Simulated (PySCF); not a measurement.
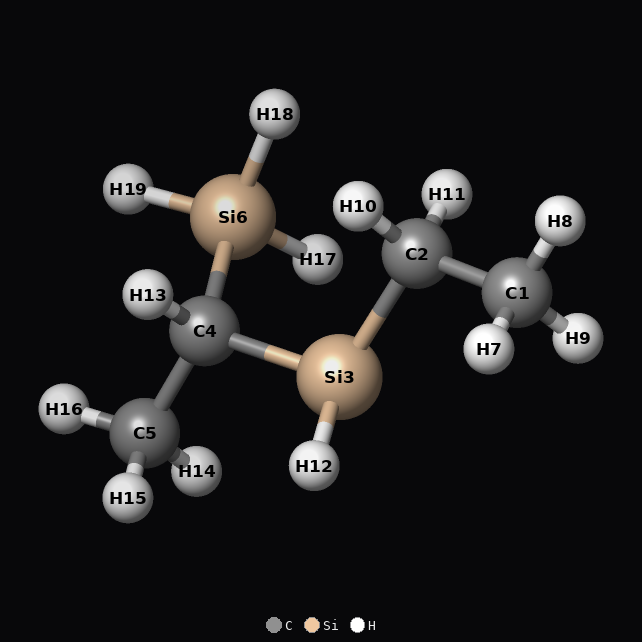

State: neutral, doublet. The computed structure is the end point of a GFN2-xTB optimisation. No frequency run is at hand to confirm it as a minimum. Properties computed with UKS B3LYP, pcH-1 on C H Si, non-relativistic (PySCF 2.14.0).

Give the isotropic hyperfine couplings (Fermi-contact term alone) of C1, C2, Si3, C4, C5, Si6, H7, H8, H9, H10, H11, H12, H13, H14, H15, H16, H17, H18, H19.

```csv
atom,isotope,a_iso (MHz)
C1,13C,1.8
C2,13C,19.0
Si3,29Si,−453.0
C4,13C,22.9
C5,13C,3.6
Si6,29Si,−6.5
H7,1H,−0.2
H8,1H,−1.1
H9,1H,−0.7
H10,1H,52.6
H11,1H,5.6
H12,1H,56.8
H13,1H,47.3
H14,1H,−0.5
H15,1H,−0.4
H16,1H,−1.6
H17,1H,−0.1
H18,1H,0.2
H19,1H,−1.0
```

The geometry is semi-empirical. Around Si such bond lengths and angles can be off by a tenth of an ångström or more and by several degrees, and values that hang on the shape move with them.
